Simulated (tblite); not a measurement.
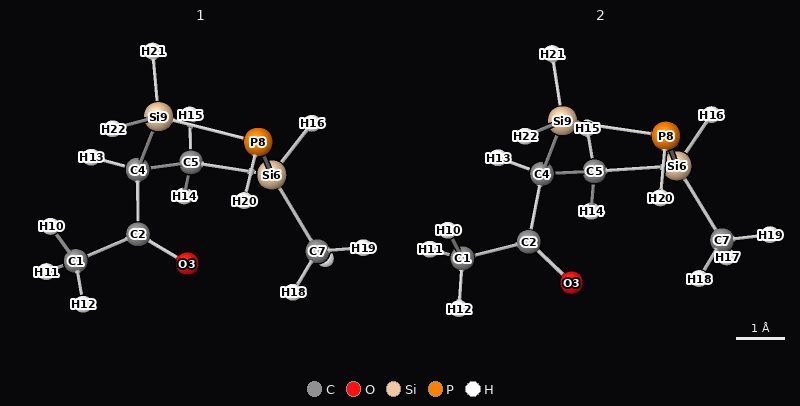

Two geometries of C5H13OPSi2, drawn at one scale. One is the start of a relaxation, the other its converged end. A ball-and-stick model, seen at a tilt.

Theory: GFN2-xTB geometry optimisation, gas phase in tblite. 

### Which one is relaxed?

Structure 1 is the relaxed one. After 107 geometry steps the energy has fallen by 8.20 kcal/mol. The atom that moves furthest after the best rigid fit is H12 (0.64 Å). Largest moves by element: H 0.64 Å, O 0.53 Å, C 0.30 Å, Si 0.24 Å, P 0.23 Å. Near-neighbour distances that change, for instance: O3–Si6 3.431 → 2.715 Å, C4–Si9 1.875 → 1.947 Å, Si6–C7 1.839 → 1.897 Å, C2–C4 1.529 → 1.476 Å. Among the angles between lasting bonds that change: C2–C4–Si9 112.4° → 103.6°, C7–Si6–P8 109.7° → 117.3°, C2–C4–H13 104.9° → 111.6°. Cost: 4.2 s on 1 thread of Intel(R) Xeon(R) Processor @ 2.50GHz, on a shared host.
